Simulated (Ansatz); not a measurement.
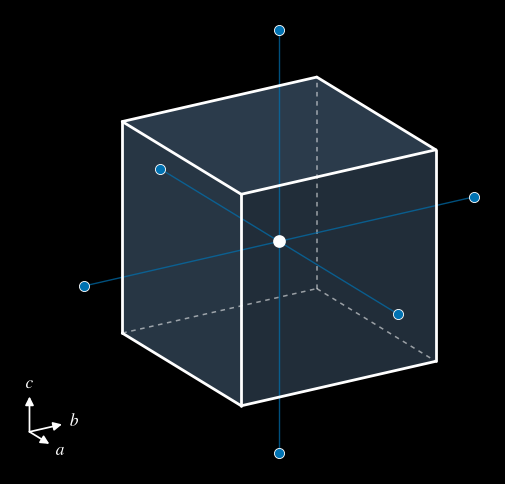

For TlGaSe3, the end point of a relaxation with Ansatz, DFT PBE, scalar-relativistic, plane waves, PAW; the starting structure was generated, so it need not be a known form of this composition: the Wigner–Seitz cell of the crystal's lattice, with lines to the lattice points that define its faces. All values are computed from the atomic coordinates in the standard setting (tolerance 0.002 Å).

a = 5.103 Å, b = 5.103 Å, c = 5.103 Å, α = 90.00°, β = 90.00°, γ = 90.00°; lattice centring P.

Q: Which of Fedorov's five parallelohedra is it?

A: A parallelepiped: 6 faces (6 with 4 edges), 12 edges, 8 vertices. Its volume is that of the primitive cell, 132.9 Å³.

Q: Which lattice vectors do the faces bisect?

A:
```
example  length (Å)  faces  edges of each  area (Å²)
      a        5.10      6              4       26.0
```
